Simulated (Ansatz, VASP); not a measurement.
# Cross-check of Be (Beryllium) between VASP and Ansatz

Aim: how closely do two programs agree when they are given the same cell, functional and k mesh? The cell comes out of the VASP series on this material, whose earlier steps may have relaxed, scaled or displaced it; both programs get it as it stands.

Calculated with Ansatz 0.2.0; plane waves, with VASP 6.6.1 beside it; relaxation of cell and atoms at PBE and zone-centre phonons at r2SCAN.

## 1. Starting point

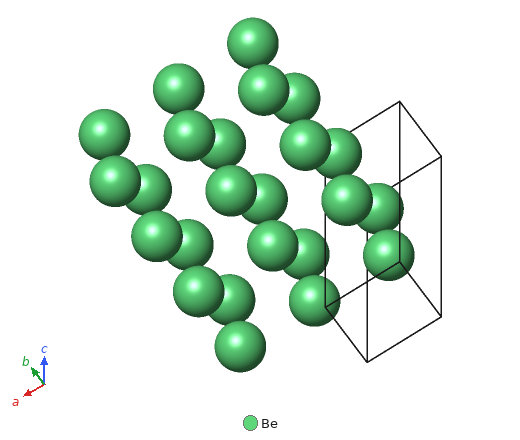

Start, viewed from a free direction; beryllium green. 3×4×1 cells are drawn.

## 2. VASP: relaxation of cell and atoms, PBE

The relaxed volume is the usual yardstick between codes: its relative difference is about their pressure difference at one cell divided by the bulk modulus.

Lines of VASP's logs that name or quote its potential files are left out, and so is its time.

Contents of INCAR:

```
SYSTEM = Be
PREC = Accurate
ENCUT = 450
EDIFF = 1E-07
NELM = 100
ISMEAR = 1
SIGMA = 0.15
LREAL = .FALSE.
ALGO = Normal
GGA = PE
NBANDS = 8
LORBIT = 11
LWAVE = .FALSE.
LCHARG = .FALSE.
KPAR = 4
IBRION = 2
NSW = 50
ISIF = 3
EDIFFG = -0.002
```

Contents of POSCAR:

```
Be
1.0
    2.2618676065      0.0000000000      0.0000000000
   -1.1309338032      1.9588348073      0.0000000000
    0.0000000000      0.0000000000      3.5713981537
Be
2
Direct
    0.6666666667      0.3333333333      0.7500000000
    0.3333333333      0.6666666667      0.2500000000
```

Contents of KPOINTS:

```
Automatic mesh
0
Gamma
22 22 12
0 0 0
```

Potentials, in the order of the species: Be (PBE family, release 64).

Started as:

```sh
$ mpirun -np 4 vasp_std
```

Numbers of over 12 decimals in the logs are rounded to 6 here.

Output:

```text
[banner, memory and clock lines left out]
running    4 mpi-ranks, on    1 nodes
 distrk:  each k-point on    1 cores,    4 groups
 distr:  one band on    1 cores,    1 groups

 POSCAR found type information on POSCAR Be
 POSCAR found :  1 types and       2 ions
 LDA part: xc-table for (Slater+PW92), standard interpolation
 POSCAR, INCAR and KPOINTS ok, starting setup
 FFT: planning ... GRIDC
 FFT: planning ... GRID_SOFT
 FFT: planning ... GRID
 WAVECAR not read
 entering main loop
       N       E                     dE             d eps       ncg     rms          rms(c)
DAV:   1    -0.430430602345E+01   -0.43043E+01   -0.16935E+03  6032   0.369E+02
DAV:   2    -0.758825014190E+01   -0.32839E+01   -0.32239E+01  9408   0.435E+01
DAV:   3    -0.759852950825E+01   -0.10279E-01   -0.10281E-01  6296   0.218E+00
DAV:   4    -0.759853502151E+01   -0.55133E-05   -0.55137E-05  8640   0.549E-02
DAV:   5    -0.759853502341E+01   -0.18943E-08   -0.10379E-08  6264   0.345E-04    0.121E+00
DAV:   6    -0.755259918272E+01    0.45936E-01   -0.61011E-03  6776   0.866E-01    0.743E-01
DAV:   7    -0.753426176030E+01    0.18337E-01   -0.66995E-03  7080   0.903E-01    0.274E-02
DAV:   8    -0.753423879581E+01    0.22964E-04   -0.11405E-05  6328   0.324E-02    0.942E-03
DAV:   9    -0.753423803824E+01    0.75757E-06   -0.28144E-06  7576   0.158E-02    0.981E-04
DAV:  10    -0.753423777596E+01    0.26228E-06   -0.70186E-09  5488   0.815E-04    0.257E-04
DAV:  11    -0.753423763925E+01    0.13671E-06   -0.28985E-09  3040   0.522E-04    0.551E-06
DAV:  12    -0.753423763369E+01    0.55600E-08   -0.13824E-10  2912   0.116E-04
   1 F= -.75342376E+01 E0= -.75343059E+01  d E =-.753424E+01
 curvature:   0.00 expect dE= 0.000E+00 dE for cont linesearch  0.000E+00
 trial: gam= 0.00000 g(F)=  0.149E-51 g(S)=  0.402E-08 ort = 0.000E+00 (trialstep = 0.100E+01)
 search vector abs. value=  0.412E-08
 reached required accuracy - stopping structural energy minimisation
```

OUTCAR, selected parts (step 2):

```text
ion  position               nearest neighbor table
   1  0.667  0.333  0.750-   2 2.21   2 2.21   2 2.21   2 2.21   2 2.21   2 2.21
   2  0.333  0.667  0.250-   1 2.21   1 2.21   1 2.21   1 2.21   1 2.21   1 2.21

  LATTYP: Found a hexagonal cell.
 ALAT       =     2.2618676065
 C/A-ratio  =     1.5789598575

 Subroutine GETGRP returns: Found 24 space group operations
 (whereof 12 operations were pure point group operations)

The static configuration has the point symmetry D_3d.
 The point group associated with its full space group is D_6h.

 Found    364 irreducible k-points:

   k-points           NKPTS =    364   k-points in BZ     NKDIM =    364   number of bands    NBANDS=      8

   dimension x,y,z NGX =    16 NGY =   16 NGZ =   28
   dimension x,y,z NGXF=    32 NGYF=   32 NGZF=   56

   ENCUT  =  450.0 eV  33.07 Ry    5.75 a.u.   3.91  3.91  6.18*2*pi/ulx,y,z

   NELECT =       4.0000    total number of electrons

 k-points in reciprocal lattice and weights: Automatic mesh
   0.00000000  0.00000000  0.00000000       0.000
   0.04545455 -0.00000000  0.00000000       0.001
   0.09090909 -0.00000000  0.00000000       0.001
   0.13636364 -0.00000000  0.00000000       0.001
   0.18181818 -0.00000000  0.00000000       0.001
   0.22727273 -0.00000000  0.00000000       0.001
   0.27272727 -0.00000000  0.00000000       0.001
   0.31818182 -0.00000000  0.00000000       0.001
   0.36363636 -0.00000000  0.00000000       0.001
[...]
0.36363636  0.27272727  0.50000000       0.001
   0.31818182  0.31818182  0.50000000       0.001

 average (electrostatic) potential at core
       1 -32.7427       2 -32.7427

 E-fermi :   7.2182

 k-point     1 :       0.0000    0.0000    0.0000
  band No.  band energies     occupation
      1      -4.3283      2.00000
      2       2.5561      2.00000
      3       8.0820     -0.00000
      4      23.0626      0.00000
      5      23.0626      0.00000
      6      25.8931      0.00000
      7      25.8931      0.00000
    ...

 k-point     2 :       0.0455   -0.0000    0.0000
  band No.  band energies     occupation
      1      -4.2688      2.00000
      2       2.6341      2.00000
      3       8.1002     -0.00000
      4      22.5553      0.00000
      5      22.6700      0.00000
      6      25.8987      0.00000
      7      26.1095      0.00000
    ...

 k-point     3 :       0.0909   -0.0000    0.0000
  band No.  band energies     occupation
      1      -4.0902      2.00000
      2       2.8678      2.00000
      3       8.1523     -0.00000
      4      21.2489      0.00000
      5      21.8139      0.00000
      6      25.8728      0.00000
      7      26.4105      0.00000
    ...

  Total        0.0002539      0.0002539     -0.0001941      0.0000000      0.0000000      0.0000000
  in kB        0.0257059      0.0257059     -0.0196523      0.0000000      0.0000000      0.0000000
  external PRESSURE =       0.0105865 kB  Pullay stress =       0.0000000 kB

  energy-cutoff  :      450.00
  volume of cell :       15.82
      direct lattice vectors                 reciprocal lattice vectors
     2.261867607  0.000000000  0.000000000     0.442112526  0.255253786  0.000000000
    -1.130933803  1.958834807  0.000000000     0.000000000  0.510507571  0.000000000
     0.000000000  0.000000000  3.571398154     0.000000000  0.000000000  0.280002385

 POSITION                                       TOTAL-FORCE (eV/Angst)
 -----------------------------------------------------------------------------------
      1.13093      0.65294      2.67855         0.000000     -0.000000      0.000000
     -0.00000      1.30589      0.89285        -0.000000      0.000000      0.000000
 -----------------------------------------------------------------------------------
    total drift:                                0.000000     -0.000000      0.000000

  FREE ENERGIE OF THE ION-ELECTRON SYSTEM (eV)
  ---------------------------------------------------
  free  energy   TOTEN  =        -7.5342376337 eV

  energy  without entropy=       -7.5344425416  energy(sigma->0) =       -7.53430594

 reached required accuracy - stopping structural energy minimisation

 total charge
# of ion       s       p       d       tot
------------------------------------------
    1        0.405   0.768   0.000   1.173
    2        0.405   0.768   0.000   1.173
--------------------------------------------------
tot          0.810   1.536   0.000   2.346

[... 3 further parts left out ...]
```

CONTCAR:

```
Be
   1.00000000000000
     2.2618676065000001    0.0000000000000000    0.0000000000000000
    -1.1309338032000000    1.9588348072999999    0.0000000000000000
     0.0000000000000000    0.0000000000000000    3.5713981537000001
  Be
     2
Direct
     0.6666666667000030    0.3333333332999970    0.7500000000000000
     0.3333333332999970    0.6666666667000030    0.2500000000000000
```

## 3. Ansatz: relaxation of cell and atoms, PBE

Ansatz runs on its default PAW (the set named soft_2) files.

The same cell, functional, mesh and smearing now go to Ansatz, which takes its cutoff from its data sets.

Contents of input.yaml:

```yaml
crystal:
  lattice:
    - [2.2618676065, 0.0, 0.0]
    - [-1.1309338032, 1.9588348073, 0.0]
    - [0.0, 0.0, 3.5713981537]
  atoms:
    - { symbol: Be, position: [0.6666666667, 0.3333333333, 0.75] }
    - { symbol: Be, position: [0.3333333333, 0.6666666667, 0.25] }
hamiltonian:
  xc: pbe
  pseudopotentials: { kind: paw }
kpoints:
  mp_grid: { grid: [22, 22, 12] }
scf:
  occupations: { method: methfessel_paxton, width: 0.15 }
relax:
  f_tol: 0.01
  max_steps: 60
  cell: { stress_tol: 0.05 }
output:
  forces: true
  stress: true
```

Started as:

```sh
$ ansatz run input.yaml --threads 4 --pin off --max-ram 9216MiB --backend cpu --events-out ev --progress --plain --runs-dir out
```

Output:

```text
Engine: ansatz 0.2.0, x86_64-unknown-linux-gnu
Pseudopotentials: kind: paw
Pseudopotential: Be, paw, valence charge 2, recommended cutoff 420 eV (normal), Be.paw.azcp
Functional definition: PBE
  parameter kappa = 0.804
  parameter beta = 0.066725
  exchange = pbe_x(kappa = kappa, mu = beta*pi^2/3)
  correlation = pbe_c(beta = beta)
Crystal: 2 atoms, lattice volume = 15.824 Å³
Basis set: ecut = 420 eV, 311 PW (Γ), exchange–correlation on 32×32×48 points (8 copies of the dense FFT grid, shifted against one another)
Bands: 6, of which v1, the nominal top of the filled ones, is band 2 counted from 1 (1 counted from 0)
Symmetry: 24 space group operations
Space group: P63/mmc (ITA 194), of the structure as read, at distance tolerance 2.5e-5 Å
k-points: 364 of 5808
Non-local potential: Be, projectors of the file, l = 0: 2, l = 1: 2, l = 2: 1
PAW form: soft (Blöchl's): semilocal exchange-correlation on the pseudo side does not see the compensation charge
PAW one-centre angular grid: Be, 110 points (default); XC on 64 Gauss nodes
Initial density: superposition of atomic densities (neutral atoms: chi_scale 0, normalization atom), corrected by the library's trained network
Initial wavefunctions: pseudopotential atomic-orbital guess
Functional: x = pbe(κ = 0.804, μ = 0.219515), c = pbe(β = 0.066725)
SCF iter   1: F=—  HF=-185.528365 eV  |F-HF|=—  |Δ(HF+E_count)|=         —  Δρ=1.24e-3  dr2=1.67e-4  ethr=1.77e-3  ⟨swp⟩=5.4  Hψ=18523  notcnv=0
preconditioner: auto → none  [metal: Δε(μ)=0.057 eV  Ē_g=12.892 eV  σ=0.150 eV  W_gap=0.31  n_scr=2 (ndim 8)  ℏωp=18.7 eV  f_vac=0.000  D(μ)=0.11/eV (n_scr^D=0)  sad-step TF]
SCF iter   2: F=—  HF=-185.528384 eV  |F-HF|=—  |Δ(HF+E_count)|=   1.93e-5  S|Δr|=    0.00e0  Δρ=7.69e-4  dr2=6.67e-5  ethr=4.18e-6  ⟨swp⟩=1.3  Hψ=5220  notcnv=0
SCF iter   3: F=—  HF=-185.528433 eV  |F-HF|=—  |Δ(HF+E_count)|=   4.91e-5  S|Δr|=    0.00e0  Δρ=2.63e-5  dr2=5.89e-8  ethr=2.50e-9  ⟨swp⟩=3.3  Hψ=7045  notcnv=0
SCF iter   4: F=-185.528433 eV  HF=-185.528433 eV  |F-HF|=3.66e-11  |Δ(HF+E_count)|=   3.25e-7  S|Δr|=    0.00e0  Δρ=2.22e-6  dr2=5.17e-10  ethr=1.47e-9  ⟨swp⟩=3.0  Hψ=4768  notcnv=0
SCF 1 converged in 4 iterations: F = -185.528433 eV  dr2 = 5.17e-10
  greatest PAW one-centre occupation: 0.360 electrons in one spin orbital (limit 2), on the Be atom at site 1 (counted from 0), in its partial waves of l = 0
relax step   1: F+E_penalty+E_count = -185.52843261 eV  Δ(F+E_penalty+E_count) = +0.000e0 eV  max|allowed force component| = 2.776e-16 eV/Å  Δτ_max = 0.0000 Å  P = -0.126 GPa  Ω = 15.824 Å³  (4 SCF iters, dr2 threshold 1.00e-7 eV, accepted)
[...]
relax step   2: F+E_penalty+E_count = -185.52844037 eV  Δ(F+E_penalty+E_count) = -7.757e-6 eV  max|allowed force component| = 1.295e-16 eV/Å  Δτ_max = 0.0000 Å  P = -0.056 GPa  Ω = 15.815 Å³  energy of the carried Pulay correction = +2.474e-6 eV  (2 SCF iters, dr2 threshold 6.70e-8 eV, accepted)
[...]
relax step   3: F+E_penalty+E_count = -185.52844368 eV  Δ(F+E_penalty+E_count) = -3.306e-6 eV  max|allowed force component| = 2.776e-17 eV/Å  Δτ_max = 0.0000 Å  P = +0.002 GPa  Ω = 15.807 Å³  energy of the carried Pulay correction = +4.574e-6 eV  (2 SCF iters, dr2 threshold 8.93e-9 eV, accepted)
[...]
relax step   4: F+E_penalty+E_count = -185.52843933 eV  Δ(F+E_penalty+E_count) = +4.343e-6 eV  max|allowed force component| = 1.110e-16 eV/Å  Δτ_max = 0.0000 Å  P = +0.002 GPa  Ω = 15.807 Å³  stress off target by 5.61e-3 GPa  SCF on the basis re-selected at this cell (its energy is not comparable with the rows above)  (4 SCF iters)
basis re-selected at this cell: Δ(F+E_penalty+E_count) = +4.343e-6 eV, ΔP = +0.000 GPa vs the last step (what re-selecting the basis moved, of the pressure what is left beyond the Pulay correction that the steps carried, after the strain that the cell walked since its last selection, with what the two solves' SCF thresholds leave and, on support functions, any second-order correction that the steps lacked; it is no m [...]
SCF converged after 4 iterations
Stability not checked: this state was not tested for a lower state beside it, because cold or Methfessel-Paxton smearing, or corrected tetrahedra, fill the levels in a way that the test cannot read (fill_not_monotonic; see scf.lower_state_search)
Free energy (F): -185.528439 eV
Harris-Foulkes:  -185.528439 eV  (|F-HF|=7.05e-12)
Internal energy: -185.528645 eV  (E = F + TS)
E sigma→0 (E₀):  -185.528491 eV
Entropy (-TS):   0.000206 eV (0.103 meV/atom)
Fermi energy:    8.327081 eV
--- Per-component energies (eV) ---
  E_band       = 12.287496
  E_kinetic    = 42.093930
  E_local      = 5.677254  (includes V_loc(G=0)·N_el)
  E_nonlocal   = 8.874615
  E_hartree    = 0.081096
  E_xc         = -39.606858
  E_vxc        = -41.667628  (∫ρ·V_xc dr)
  E_paw        = -119.148764  (= ΣΔE_a)
  E_vpaw       = -2.852865  (= ΣTr[D̂ρ^β])
  E_aug_tail   = -0.000001  (compensation charges beyond the density's cutoff)
  E_ewald      = -83.499916
  E_smearing   = 0.000206  (= −TS)
  E_closure    = -0.000000  (closes the sum)
  Σ components = -185.528439   (vs F -185.528439, Δ=0.00e0)
--- Forces (eV/Å), atoms counted from 1 ---
  atom   1  Be     0.00000000     0.00000000    -0.00000000
  atom   2  Be    -0.00000000     0.00000000     0.00000000
  max |Σ_I F_I| component: 7.40e-17 eV/Å
--- Stress (GPa, compression-positive) ---
        0.005614      -0.000000       0.000000
       -0.000000       0.005614       0.000000
        0.000000       0.000000      -0.004869
  P = ⅓ Tr σ = 0.0021 GPa (0.021 kbar)
--- Relaxed structure (3 steps of the walk, 3 accepted, 1 SCFs on fresh bases) ---
  F+E_penalty+E_count = -185.52843933 eV   max|allowed force component| = 1.110e-16 eV/Å   (the final SCF, on the basis selected at the relaxed cell)
  cell:  # Å, volume = 15.8072 Å³
    - [2.261153, -2.885843837141652e-11, 0.0]
    - [-1.130577, 1.958216, 0.0]
    - [0.0, 0.0, 3.569966]
  atoms:
    - { symbol: Be, position: [0.666667, 0.333333, 0.750000] }
    - { symbol: Be, position: [0.333333, 0.666667, 0.250000] }
```

Run time: 1.7 s. Hardware: 4 threads of Intel Xeon Platinum 8375C at 2.90GHz (Ice Lake), shared host; peak memory 0.41 GiB; 5.7 s of CPU time.

## 4. Comparison

Known differences besides the PAW data sets themselves: both relaxations stop at a tolerance, which leaves soft axes loose, and VASP keeps its plane-wave basis; the cutoff is 420 eV in Ansatz and 450 eV in VASP; VASP leaves aspherical gradient terms in its spheres out (LASPH is not set), Ansatz keeps them; Ansatz adds a Pulay correction to the stress that steers its cell, VASP none. Total energies have different zeros and are not compared.

Compared:

| quantity | Ansatz | VASP | difference |
| --- | --- | --- | --- |
| volume (Å³) | 15.81 | 15.82 | -0.10 % |
| edge a after relaxation, in the typed setting (Å) | 2.261 | 2.262 | -0.03 % |
| edge c after relaxation, in the typed setting (Å) | 3.570 | 3.571 | -0.04 % |

The walks stopped with 0.00 GPa left in Ansatz and 0.00 GPa in VASP; each walk ends within a tolerance, so the volume difference is uncertain by about these residues over the bulk modulus, most in soft cells.

[end of part 1 of 2]

[Lines on the potential files, build, host, timing and source positions are cut from VASP's logs without a mark.]

[Logs are printed without paths, hosts, clocks, repeated set-up lines and the standing remarks that a program may print on its own settings, such as how far it seeks lower states.]

[Hosts, paths, dates, database ids (printed as entryN), source tags and the programs' standing remarks are cut or masked in the printed files.]
